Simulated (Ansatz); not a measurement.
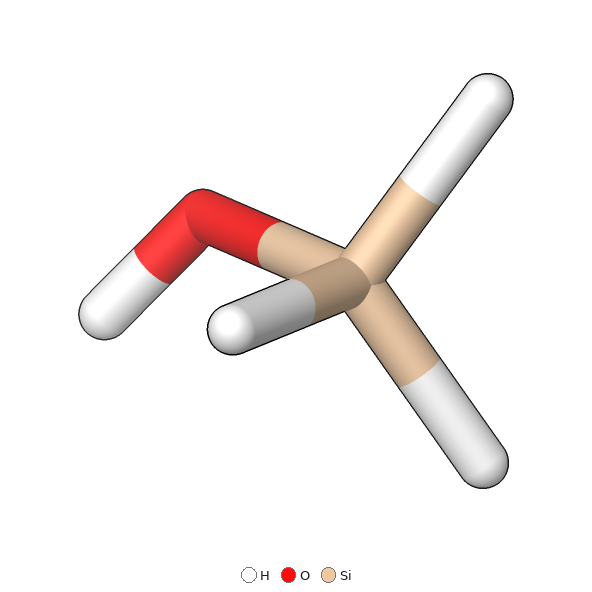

The picture shows a molecular structure as a stick model.

Describe the molecule.

It has 6 atoms: 4 hydrogen, 1 oxygen and 1 silicon (H₄OSi). The point group is Cs. Coordination: 1 O bent; 1 Si tetrahedral.

The parts below concern this one geometry. Atoms keep their numbers from picture to picture. Computed geometry: PBE0-D4/def2-TZVP optimisation.

**Shape**

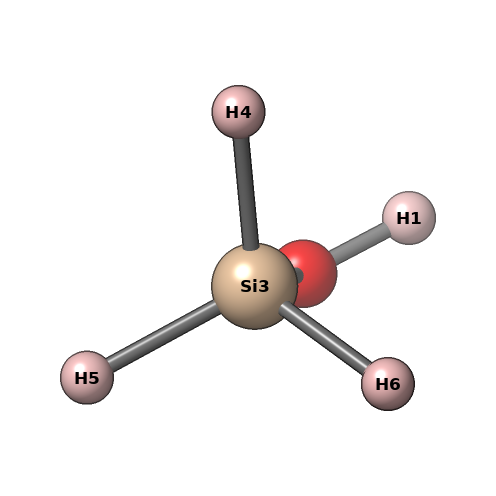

O2 lies behind Si3. The molecule seen a little off the Si3–O2 bond, Si3 in front. Atoms fade into the background with distance from the viewer.

**What is the torsion angle H4–Si3–O2–H1? The sign is positive where the front bond must turn clockwise to cover the back bond.**

61°, synclinal (gauche).

**Electronic properties**

Level of theory: RKS PBE0-D4/def2-TZVPP (Ansatz 0.2.0).

**Give the HOMO energy (Kohn–Sham orbital) at this level.**

−8.73 eV.

**What is the HOMO–LUMO gap?**

8.77 eV.

**Dipole moment**

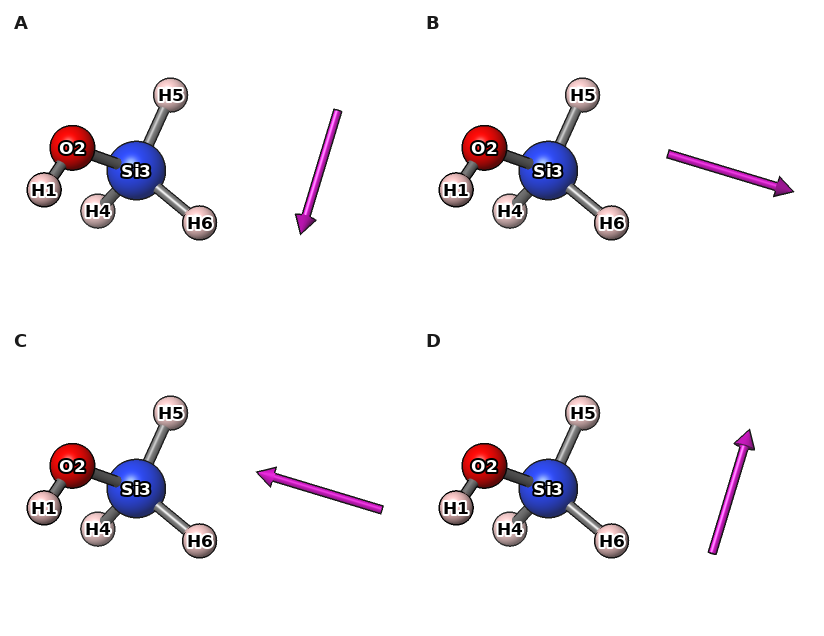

The same molecule four times, each with an arrow. Properties computed with RKS PBE0-D4/def2-TZVP (Ansatz 0.2.0).

**Which arrow points along the dipole moment, from the negative to the positive end?**

A. The dipole moment is 1.36 D; it points from the side of H5 to the side of H1 (the outermost atoms at the two ends).

**Charges**

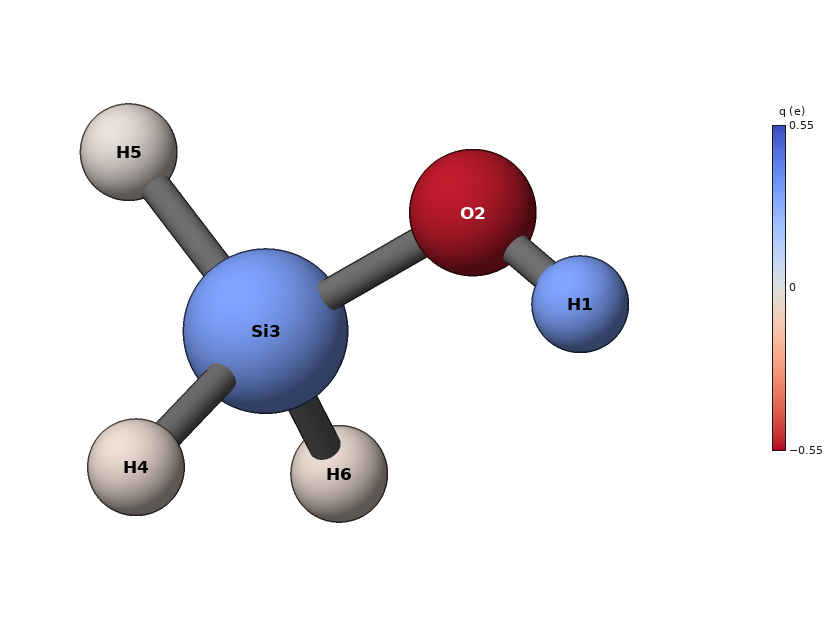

Atoms are coloured by their Mulliken charges. Properties computed with RKS PBE0-D4/def2-TZVP (Ansatz 0.2.0).

List the Mulliken charges.

```tsv
atom	value (e)
H1	0.32
O2	−0.53
Si3	0.33
H4	−0.05
H5	−0.03
H6	−0.05
```

**Vibrations**

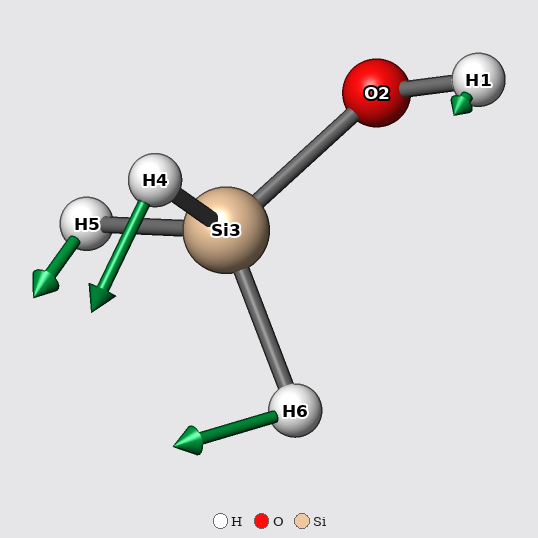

The arrows show one normal mode. Harmonic vibrations computed with RKS PBE0-D4/def2-TZVP (Ansatz 0.2.0) at a stationary point of the same level.

**Describe the motion.**

Mostly angle bending.

**Estimate its harmonic wavenumber.**

993 cm⁻¹; it is mode 8 of 12 counted from the lowest.

Mulliken values depend strongly on the basis set and can even reverse the polarity of a bond.
